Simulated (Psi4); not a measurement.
**SiSbH5 (SbH2(SiH3)): FT97/3-21G**

Aim: the electrostatic solvation energy at fixed shape (C-PCM, dichloromethane) of SiSbH5 (SbH2(SiH3)) at FT97/3-21G, from 2 runs. 

Program for the calculation: Psi4 1.11.

1 further run of the same task is left out (set aside as unsound or not needed).

### Step 1. The molecule

The species is SiSbH5 (7 atoms), meant as a singlet with charge 0. SMILES: `[H][Sb]([H])[SiH3]`. Geometry: a GFN2-xTB relaxation, a rough one for these elements and not checked as a minimum.

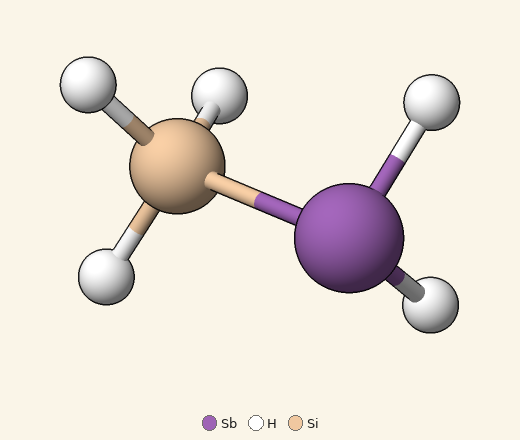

The structure, seen from a chosen angle (antimony purple, hydrogen white, silicon light orange).

### Step 2. Energy and one-electron properties at FT97/3-21G

File run.py:

```python
import psi4

psi4.set_memory(1600000000)
psi4.set_num_threads(1)
psi4.set_output_file('h5sbsi.out', False)

mol = psi4.geometry("""
Sb
H 1 1.692239
H 1 1.691925 2 88.43104
Si 1 2.533916 3 90.89676 2 -90.39326
H 4 1.460904 1 116.50477 3 36.74292
H 4 1.462695 5 107.28877 3 102.63389
H 4 1.462235 5 107.44193 6 115.13631
units angstrom
symmetry c1
""")

options = {'reference': 'rks', 'scf_type': 'pk'}
psi4.set_options(options)

E, wfn = psi4.energy('ft97/3-21G', molecule=mol, return_wfn=True)
psi4.oeprop(wfn, 'MBIS_CHARGES', 'LOWDIN_CHARGES', 'QUADRUPOLE', 'DIPOLE', title='FT97')
print(f'total energy {E:.8f} hartree = {E * 27.211386:.5f} eV')
for k, v in sorted(psi4.core.scalar_variables().items()):
    print(f'{k:45s} {v:18.10f}')
```

Launch:

```console
$ python run.py
```

h5sbsi.out:

```text
[...]
  Running in c1 symmetry.
[...]
  Nuclear repulsion =  226.933740394521777
[...]
  Multiplicity = 1
[...]
  Nalpha       = 35
  Nbeta        = 35
[...]
    Number of basis functions: 56
[...]
   @RKS iter   1: -6579.58643525515072   -3.17806e+00   1.22747e-02 ADIIS/DIIS
[...]
   @RKS iter   8: -6579.83270767003796   -1.93899e-07   4.80988e-07 DIIS
[...]
    Orbital Energies [Eh]
    ---------------------
    Doubly Occupied:
       1A   -1066.074651     2A   -158.557448     3A   -147.990813
       4A   -147.990769     5A   -147.990197     6A    -64.979073
       7A    -31.042678     8A    -26.589167     9A    -26.589002
      10A    -26.587211    11A    -19.057667    12A    -19.057593
      13A    -19.056631    14A    -19.056304    15A    -19.055729
      16A     -5.060562    17A     -5.025334    18A     -3.569411
      19A     -3.568984    20A     -3.563946    21A     -3.419666
      22A     -3.418465    23A     -3.418366    24A     -1.290843
      25A     -1.290371    26A     -1.287057    27A     -1.285908
      28A     -1.283608    29A     -0.538954    30A     -0.469772
      31A     -0.331110    32A     -0.323240    33A     -0.301301
      34A     -0.276318    35A     -0.223940
[...]
  @RKS Final Energy: -6579.83270767003796
   => Energetics <=
    Nuclear Repulsion Energy =            226.9337403945217773
    One-Electron Energy =               -9521.9224203432841023
    Two-Electron Energy =                2904.1699914188411640
    DFT Exchange-Correlation Energy =    -189.0140191401160621
    Empirical Dispersion Energy =           0.0000000000000000
    VV10 Nonlocal Energy =                  0.0000000000000000
    Total Energy =                      -6579.8327076700379621
[...]
 Multipole Moments:
 ------------------------------------------------------------------------------------
     Multipole            Electronic (a.u.)      Nuclear  (a.u.)        Total (a.u.)
 ------------------------------------------------------------------------------------
 L = 1.  Multiply by 2.5417464519 to convert [e a0] to [Debye]
 Dipole X            :        -15.5874617           15.5291511           -0.0583106
 Dipole Y            :         -1.2873409            1.3868394            0.0994985
 Dipole Z            :         -1.4671368            1.5639160            0.0967792
 Magnitude           :                                                    0.1505533
 L = 2.  Multiply by 1.3450342976 to convert [e a0^2] to [Debye ang]
 Quadrupole XX       :       -357.9711798          323.4210998          -34.5500800
 Quadrupole XY       :          8.0901188           -8.6003821           -0.5102633
[...]
```

The script printed:

```text
total energy -6579.83270767 hartree = -179046.36762 eV
CURRENT ENERGY                                  -6579.8327076700
CURRENT REFERENCE ENERGY                        -6579.8327076700
DD SOLVATION ENERGY                                 0.0000000000
DFT FUNCTIONAL TOTAL ENERGY                     -6579.8327076700
DFT TOTAL ENERGY                                -6579.8327076700
DFT VV10 ENERGY                                     0.0000000000
DFT XC ENERGY                                    -189.0140191401
GRID ELECTRONS ALPHA                               35.0000122185
GRID ELECTRONS BETA                                35.0000122185
GRID ELECTRONS TOTAL                               70.0000244370
NUCLEAR REPULSION ENERGY                          226.9337403945
ONE-ELECTRON ENERGY                             -9521.9224203433
PCM POLARIZATION ENERGY                             0.0000000000
PE ENERGY                                           0.0000000000
SCF ITERATION ENERGY                            -6579.8327076700
SCF ITERATIONS                                      8.0000000000
SCF TOTAL ENERGY                                -6579.8327076700
TWO-ELECTRON ENERGY                              2904.1699914188
XC GRID RADIAL POINTS                              75.0000000000
XC GRID SPHERICAL POINTS                          302.0000000000
XC GRID TOTAL POINTS                           150745.0000000000
```

Wall time 28 s (1 thread of Intel Xeon Platinum 8488C (Sapphire Rapids), shared host); peak memory 0.38 GiB.

Atomic charges (e):

```csv
atom,Löwdin,MBIS
Sb1,+0.210,+0.167
H2,-0.071,-0.083
H3,-0.070,-0.082
Si4,+0.092,+0.399
H5,-0.053,-0.132
H6,-0.055,-0.136
H7,-0.053,-0.133
```

### Step 3. The charge distribution at FT97/3-21G (C-PCM dichloromethane)

File h5sbsi.py:

```python
import psi4

psi4.set_memory('1600 MB')
psi4.set_num_threads(1)
psi4.core.set_output_file('output.dat', False)

geom = psi4.geometry("""
0 1
Sb
H 1 1.692239
H 1 1.691925 2 88.43104
Si 1 2.533916 3 90.89676 2 -90.39326
H 4 1.460904 1 116.50477 3 36.74292
H 4 1.462695 5 107.28877 3 102.63389
H 4 1.462235 5 107.44193 6 115.13631
symmetry c1
""")

options = {'reference': 'rks', 'scf_type': 'pk', 'pcm': True}
psi4.set_options(options)
psi4.pcm_helper("""
  Units = Angstrom
  Medium {
    SolverType = CPCM
    Solvent = Methylenechloride
  }
  Cavity {
    Type = GePol
    RadiiSet = UFF
    Scaling = False
    Area = 0.5
    Mode = Implicit
  }
""")

e, wfn = psi4.energy("ft97/3-21G", return_wfn=True)
psi4.oeprop(wfn, "MBIS_CHARGES", "LOWDIN_CHARGES", "QUADRUPOLE", "DIPOLE", title="FT97")
print('E =', round(e, 9))
```

Launch:

```console
$ python h5sbsi.py
```

output.dat:

```text
[...]
  Running in c1 symmetry.
[...]
  Nuclear repulsion =  226.933740394521777
[...]
  Multiplicity = 1
[...]
  Nalpha       = 35
  Nbeta        = 35
[...]
    Number of basis functions: 56
[...]
   @RKS iter   1: -6579.59504916892183   -3.18555e+00   1.21180e-02 DIIS/ADIIS
[...]
   @RKS iter   8: -6579.83540298185471   -1.51886e-08   9.76877e-08 DIIS
[...]
    Orbital Energies [Eh]
    ---------------------
    Doubly Occupied:
       1A   -1066.064915     2A   -158.547599     3A   -147.980980
       4A   -147.980942     5A   -147.980368     6A    -64.971671
       7A    -31.032676     8A    -26.579149     9A    -26.579014
      10A    -26.577242    11A    -19.047685    12A    -19.047606
      13A    -19.046656    14A    -19.046344    15A    -19.045768
      16A     -5.050207    17A     -5.017316    18A     -3.558887
      19A     -3.558563    20A     -3.553823    21A     -3.411565
      22A     -3.410513    23A     -3.410453    24A     -1.280193
      25A     -1.279752    26A     -1.276665    27A     -1.275587
      28A     -1.273393    29A     -0.527154    30A     -0.460103
      31A     -0.320675    32A     -0.314995    33A     -0.290639
      34A     -0.265330    35A     -0.216040
[...]
  @RKS Final Energy: -6579.83540298185471
   => Energetics <=
    Nuclear Repulsion Energy =            226.9337403945217773
    One-Electron Energy =               -9521.6723314831524476
    Two-Electron Energy =                2903.9176875525336072
    DFT Exchange-Correlation Energy =    -189.0116124517698495
    Empirical Dispersion Energy =           0.0000000000000000
    VV10 Nonlocal Energy =                  0.0000000000000000
    PCM Polarization Energy =              -0.0028869939873626
    Total Energy =                      -6579.8354029818547133
[...]
 Multipole Moments:
 ------------------------------------------------------------------------------------
     Multipole            Electronic (a.u.)      Nuclear  (a.u.)        Total (a.u.)
 ------------------------------------------------------------------------------------
 L = 1.  Multiply by 2.5417464519 to convert [e a0] to [Debye]
 Dipole X            :        -15.6154777           15.5291511           -0.0863266
 Dipole Y            :         -1.2742732            1.3868394            0.1125662
 Dipole Z            :         -1.4555753            1.5639160            0.1083407
 Magnitude           :                                                    0.1784969
 L = 2.  Multiply by 1.3450342976 to convert [e a0^2] to [Debye ang]
 Quadrupole XX       :       -358.4154479          323.4210998          -34.9943481
 Quadrupole XY       :          8.0735109           -8.6003821           -0.5268712
[...]
```

On the terminal:

```text
E = -6579.835402982
```

It took 28 s on 1 thread of Intel Xeon Platinum 8488C (Sapphire Rapids), shared host; peak memory 0.39 GiB.

Atomic charges (e):

```csv
atom,Löwdin,MBIS
Sb1,+0.217,+0.165
H2,-0.074,-0.083
H3,-0.073,-0.082
Si4,+0.115,+0.439
H5,-0.061,-0.145
H6,-0.063,-0.148
H7,-0.061,-0.146
```

### Step 4. Results

Level: FT97/3-21G.

```
                                          quantity           value
                           gas phase: total energy  -6579.83271 Eh
                          gas phase: dipole moment          0.38 D
                            gas phase: HOMO energy        -6.09 eV
                            gas phase: LUMO energy        -0.83 eV
                          gas phase: HOMO–LUMO gap         5.26 eV
              C-PCM, dichloromethane: total energy  -6579.83540 Eh
             C-PCM, dichloromethane: dipole moment          0.45 D
               C-PCM, dichloromethane: HOMO energy        -5.88 eV
               C-PCM, dichloromethane: LUMO energy        -0.55 eV
             C-PCM, dichloromethane: HOMO–LUMO gap         5.33 eV
C-PCM, dichloromethane: solvent term in the energy     -7.6 kJ/mol
  energy change from gas to solvent at fixed shape       -0.073 eV
```

In words: The solvent model (C-PCM, dichloromethane) lowers the energy by 0.07 eV (−7.1 kJ/mol) at the same shape. It holds the electrostatic part alone, without cavity or dispersion terms. Relativity is left out (gas phase) although the molecule holds a heavy atom. Relativity is left out (C-PCM, dichloromethane) although the molecule holds a heavy atom.
